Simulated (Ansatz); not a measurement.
# C2H5BS: molecular dynamics (part 2 of 2)

Continued. System: C2H5BS. Method: RKS revPBE/def2-SVP (Ansatz 0.2.0). The geometry comes from this level: PBE0-D4/def2-TZVP.

Geometry of the input (Å):
```
C  -0.3661  1.1156  -0.7936
B  -0.0674  -0.2639  -0.1705
C  0.4966  -1.0383  1.0284
S  -0.1753  -1.9929  -0.4235
H  -0.8264  1.0644  -1.7804
H  -1.0225  1.6868  -0.1282
H  0.5602  1.6958  -0.8670
H  -0.0780  -1.1617  1.9427
H  1.5675  -1.1521  1.1750
```

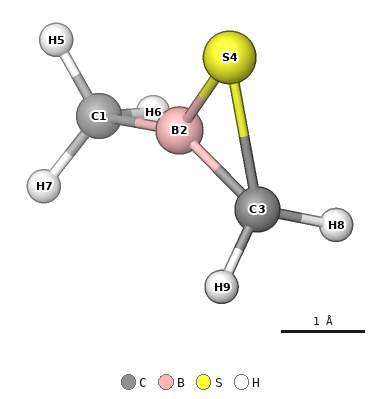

Fig. 1: The geometry at step 13 of the log (ball-and-stick view, seen at a tilt; atoms are numbered from 1 in the order of the input).

### Trajectory as extended XYZ, continued
```
9
Properties=species:S:1:pos:R:3:forces:R:3 step=6 time_fs=6.0 energy=-13658.58894 temperature=292.6
C    -0.3304    1.0984   -0.8149   -0.4592   1.8059   0.5484
B    -0.0689   -0.3113   -0.1449    0.2844   2.7043  -0.7306
C     0.5506   -1.0468    1.0553   -0.9268   0.8241  -0.0773
S    -0.2115   -1.9881   -0.4414    0.2927  -1.5612   0.1181
H    -0.7813    1.0600   -1.8513    0.0233   0.1037   0.7876
H    -0.9681    1.7360   -0.0821   -0.3033  -1.1496  -0.8270
H     0.4120    1.9794   -0.8198    0.3441  -1.5440  -0.2339
H    -0.2036   -1.0255    1.9106    1.4968  -0.3550  -0.2076
H     1.6657   -0.8645    1.0849   -0.7519  -0.8282   0.6224
9
Properties=species:S:1:pos:R:3:forces:R:3 step=7 time_fs=7.0 energy=-13658.57179 temperature=268.1
C    -0.3227    1.0990   -0.8197   -1.0235   1.8465   0.7180
B    -0.0688   -0.3081   -0.1438    0.3634   2.4858  -0.6507
C     0.5579   -1.0481    1.0584   -1.4836   0.9013  -0.3429
S    -0.2177   -1.9881   -0.4454    0.3931  -1.3928   0.2524
H    -0.7721    1.0597   -1.8620    0.0748   0.0957   0.9018
H    -0.9919    1.7361   -0.0781    0.0192  -1.3717  -1.1214
H     0.4008    1.9810   -0.8147    0.5228  -1.3422  -0.2158
H    -0.1925   -1.0134    1.9058    1.3108  -0.3985  -0.0674
H     1.6493   -0.8427    1.1076   -0.1768  -0.8241   0.5260
9
Properties=species:S:1:pos:R:3:forces:R:3 step=8 time_fs=8.0 energy=-13658.60494 temperature=269.2
C    -0.3166    1.1009   -0.8233   -1.6323   1.5045   0.8234
B    -0.0679   -0.3022   -0.1426    0.4255   2.1635  -0.5621
C     0.5642   -1.0489    1.0611   -1.7769   0.9443  -0.7782
S    -0.2232   -1.9875   -0.4494    0.4805  -1.1815   0.3868
H    -0.7640    1.0589   -1.8668    0.0962   0.0777   0.8997
H    -1.0170    1.7285   -0.0816    0.2630  -1.4379  -1.2613
H     0.3935    1.9647   -0.8120    0.8680  -0.8513  -0.1816
H    -0.1685   -1.0062    1.9005    0.9006  -0.4321   0.2568
H     1.6350   -0.8302    1.1344    0.3755  -0.7873   0.4163
9
Properties=species:S:1:pos:R:3:forces:R:3 step=9 time_fs=9.0 energy=-13658.67173 temperature=353.5
C    -0.3126    1.1037   -0.8262   -2.1730   0.7598   0.8526
B    -0.0668   -0.2940   -0.1417    0.4949   1.7240  -0.4434
C     0.5694   -1.0514    1.0632   -1.6279   1.0230  -1.4530
S    -0.2283   -1.9870   -0.4524    0.5476  -0.9377   0.5223
H    -0.7560    1.0557   -1.8653    0.0825   0.0623   0.7373
H    -1.0373    1.7072   -0.0991    0.3193  -1.2889  -1.1709
H     0.3914    1.9352   -0.8076    1.3714  -0.1218  -0.1495
H    -0.1325   -1.0011    1.8956    0.2571  -0.4585   0.8110
H     1.6276   -0.8265    1.1597    0.7281  -0.7620   0.2937
9
Properties=species:S:1:pos:R:3:forces:R:3 step=10 time_fs=10.0 energy=-13658.74957 temperature=388.8
C    -0.3119    1.1071   -0.8288   -2.3282  -0.0362   0.8950
B    -0.0650   -0.2847   -0.1426    0.5615   1.2176  -0.2868
C     0.5734   -1.0549    1.0648   -1.3169   1.1361  -2.1091
S    -0.2332   -1.9863   -0.4547    0.5994  -0.7010   0.6514
H    -0.7453    1.0519   -1.8563   -0.0013   0.0399   0.3248
H    -1.0547    1.6733   -0.1296    0.1916  -0.9340  -0.8634
H     0.4021    1.9018   -0.7998    1.7524   0.5091  -0.1091
H    -0.0958   -0.9956    1.8965   -0.3595  -0.4745   1.3367
H     1.6257   -0.8311    1.1839    0.9010  -0.7570   0.1605
9
Properties=species:S:1:pos:R:3:forces:R:3 step=11 time_fs=11.0 energy=-13658.84298 temperature=508.9
C    -0.3137    1.1103   -0.8308   -1.7429  -0.4689   1.0891
B    -0.0623   -0.2753   -0.1448    0.6174   0.7135  -0.1238
C     0.5758   -1.0574    1.0645   -1.0814   1.2769  -2.3261
S    -0.2376   -1.9858   -0.4568    0.6373  -0.4963   0.7649
H    -0.7306    1.0494   -1.8390   -0.1886  -0.0103  -0.4357
H    -1.0742    1.6296   -0.1679   -0.0942  -0.4175  -0.3787
H     0.4277    1.8743   -0.7881    1.6588   0.6774  -0.0614
H    -0.0656   -0.9897    1.9090   -0.6651  -0.4949   1.4747
H     1.6290   -0.8442    1.2117    0.8587  -0.7798  -0.0030
9
Properties=species:S:1:pos:R:3:forces:R:3 step=12 time_fs=12.0 energy=-13658.92349 temperature=568.0
C    -0.3165    1.1137   -0.8316   -0.5197  -0.6024   1.2001
B    -0.0598   -0.2656   -0.1481    0.6882   0.2010   0.0632
C     0.5767   -1.0585    1.0625   -0.9879   1.4564  -1.9000
S    -0.2411   -1.9854   -0.4591    0.6635  -0.3124   0.8574
H    -0.7155    1.0442   -1.8225   -0.3621  -0.0656  -1.2614
H    -1.0952    1.5793   -0.2097   -0.5746   0.2225   0.2543
H     0.4655    1.8530   -0.7752    1.0957   0.4593  -0.0323
H    -0.0437   -0.9882    1.9361   -0.5587  -0.5341   1.0385
H     1.6385   -0.8656    1.2457    0.5555  -0.8248  -0.2199
9
Properties=species:S:1:pos:R:3:forces:R:3 step=13 time_fs=13.0 energy=-13658.95181 temperature=579.0
C    -0.3186    1.1162   -0.8313    0.7840  -0.4808   0.9312
B    -0.0573   -0.2551   -0.1518    0.7604  -0.3652   0.2693
C     0.5760   -1.0584    1.0602   -0.8930   1.5981  -1.1784
S    -0.2435   -1.9858   -0.4620    0.6811  -0.1138   0.9380
H    -0.7010    1.0376   -1.8195   -0.3494  -0.0934  -1.6194
H    -1.1188    1.5307   -0.2465   -1.0510   0.7887   0.8027
H     0.5115    1.8355   -0.7625    0.2515   0.0751  -0.0254
H    -0.0252   -0.9945    1.9720   -0.3171  -0.5618   0.3523
H     1.6506   -0.8950    1.2814    0.1334  -0.8468  -0.4702
9
Properties=species:S:1:pos:R:3:forces:R:3 step=14 time_fs=14.0 energy=-13658.95446 temperature=624.6
C    -0.3194    1.1186   -0.8309    1.4031  -0.1547   0.5082
B    -0.0539   -0.2443   -0.1547    0.7863  -0.9079   0.4258
C     0.5730   -1.0559    1.0569   -0.6923   1.6000  -0.3701
S    -0.2450   -1.9874   -0.4648    0.6837   0.1093   1.0040
H    -0.6850    1.0299   -1.8335   -0.1328  -0.0576  -1.3533
H    -1.1537    1.4914   -0.2734   -1.0511   1.0077   0.9124
H     0.5562    1.8219   -0.7438   -0.5779  -0.2423  -0.0527
H    -0.0065   -1.0071    2.0105   -0.1120  -0.5472  -0.3472
H     1.6624   -0.9340    1.3133   -0.3070  -0.8072  -0.7271
9
Properties=species:S:1:pos:R:3:forces:R:3 step=15 time_fs=15.0 energy=-13658.94377 temperature=566.5
C    -0.3193    1.1216   -0.8307    1.0626   0.0831   0.0084
B    -0.0503   -0.2353   -0.1572    0.7640  -1.3172   0.5153
C     0.5698   -1.0511    1.0523   -0.5344   1.4119   0.4207
S    -0.2455   -1.9903   -0.4673    0.6717   0.3149   1.0378
H    -0.6709    1.0180   -1.8608    0.1991   0.0459  -0.5888
H    -1.2006    1.4612   -0.2923   -0.4887   0.9299   0.6218
H     0.5898    1.8057   -0.7241   -1.1065  -0.3105  -0.0897
H     0.0088   -1.0275    2.0451    0.0470  -0.4691  -0.9815
H     1.6694   -0.9813    1.3393   -0.6148  -0.6889  -0.9440
9
Properties=species:S:1:pos:R:3:forces:R:3 step=16 time_fs=16.0 energy=-13658.89489 temperature=524.8
C    -0.3180    1.1249   -0.8305    0.2209   0.1375  -0.5251
B    -0.0482   -0.2294   -0.1598    0.7314  -1.5651   0.5365
C     0.5666   -1.0448    1.0470   -0.3324   1.0827   0.9920
S    -0.2449   -1.9938   -0.4699    0.6416   0.4799   1.0464
H    -0.6563    1.0038   -1.8962    0.5036   0.1898   0.3521
H    -1.2513    1.4371   -0.3050    0.3312   0.7568   0.1878
H     0.6110    1.7889   -0.7079   -1.3607  -0.2172  -0.1067
H     0.0230   -1.0514    2.0671    0.0737  -0.3490  -1.3613
H     1.6713   -1.0321    1.3590   -0.8094  -0.5155  -1.1216
9
Properties=species:S:1:pos:R:3:forces:R:3 step=17 time_fs=17.0 energy=-13658.81357 temperature=523.4
C    -0.3153    1.1291   -0.8303   -0.7304  -0.0093  -0.9450
B    -0.0468   -0.2262   -0.1614    0.6607  -1.6330   0.4564
C     0.5622   -1.0366    1.0419   -0.0215   0.6380   1.3132
S    -0.2437   -1.9976   -0.4723    0.5928   0.6137   1.0284
H    -0.6367    0.9897   -1.9330    0.7040   0.3430   1.1789
H    -1.3016    1.4198   -0.3158    1.1602   0.5838  -0.2212
H     0.6210    1.7739   -0.6898   -1.3950  -0.0263  -0.1173
H     0.0348   -1.0768    2.0724   -0.0259  -0.2107  -1.4368
H     1.6685   -1.0856    1.3718   -0.9449  -0.2993  -1.2564
9
Properties=species:S:1:pos:R:3:forces:R:3 step=18 time_fs=18.0 energy=-13658.74990 temperature=519.9
C    -0.3135    1.1334   -0.8316   -1.5572  -0.3721  -1.1645
B    -0.0451   -0.2250   -0.1625    0.5467  -1.5959   0.2994
C     0.5567   -1.0289    1.0374    0.3567   0.1434   1.2806
S    -0.2417   -2.0019   -0.4739    0.5272   0.7334   0.9750
H    -0.6099    0.9774   -1.9620    0.7585   0.4641   1.6814
H    -1.3446    1.4075   -0.3285    1.7782   0.4669  -0.4973
H     0.6178    1.7574   -0.6700   -1.1762   0.2900  -0.1056
H     0.0442   -1.1065    2.0581   -0.2519  -0.0765  -1.1557
H     1.6601   -1.1433    1.3728   -0.9820  -0.0532  -1.3133
9
Properties=species:S:1:pos:R:3:forces:R:3 step=19 time_fs=19.0 energy=-13658.75563 temperature=515.0
C    -0.3145    1.1376   -0.8350   -1.9766  -0.8040  -1.1231
B    -0.0437   -0.2255   -0.1639    0.4195  -1.4882   0.1091
C     0.5506   -1.0225    1.0339    0.8078  -0.2998   0.8395
S    -0.2393   -2.0063   -0.4757    0.4500   0.8328   0.8926
H    -0.5708    0.9722   -1.9753    0.6364   0.5112   1.7595
H    -1.3690    1.4002   -0.3429    2.0303   0.4227  -0.6238
H     0.6045    1.7444   -0.6509   -0.8210   0.6246  -0.0520
H     0.0537   -1.1401    2.0290   -0.6164   0.0094  -0.5163
H     1.6478   -1.2006    1.3589   -0.9300   0.1912  -1.2855
9
Properties=species:S:1:pos:R:3:forces:R:3 step=20 time_fs=20.0 energy=-13658.81685 temperature=615.3
C    -0.3176    1.1418   -0.8394   -1.9738  -1.1909  -0.8853
B    -0.0412   -0.2267   -0.1651    0.2713  -1.3321  -0.1026
C     0.5437   -1.0166    1.0315    1.2402  -0.6654   0.1890
S    -0.2360   -2.0105   -0.4781    0.3654   0.9284   0.7868
H    -0.5228    0.9720   -1.9737    0.4169   0.4916   1.4845
H    -1.3752    1.3984   -0.3644    1.9474   0.4281  -0.6121
H     0.5857    1.7395   -0.6333   -0.4599   0.8946   0.0282
H     0.0571   -1.1753    1.9952   -1.0041   0.0324   0.2750
H     1.6313   -1.2551    1.3315   -0.8034   0.4132  -1.1634
```

### Summary

| quantity | value |
| --- | --- |
| outcome | finished |
| mean temperature over the second half | 539 K |
| trajectory | 20 steps, 20 fs |
| ensemble | nvt_langevin |
| temperature in the input | 1000 K |
| time step | 1 fs |
| potential energy (last step) | −13658.8169 eV |
| SCF solution under orbital rotations (last step) | stable |
| largest force (length of the vector) (last step) | 2.469 eV/Å |
| dipole moment (last step) | 1.50 D |
| hardware | 2 threads of AMD EPYC, 23 GiB of memory available, shared host |
| wall time | 17 s (CPU time 32 s) |
| peak memory | 0.13 GiB |

### Remarks

So short a trajectory is not equilibrated. The logged temperature at the start can lie below the typed one, since it is counted over all degrees of freedom. The temperature stays far from the 1000 K of the thermostat over the second half: the run isn't equilibrated.
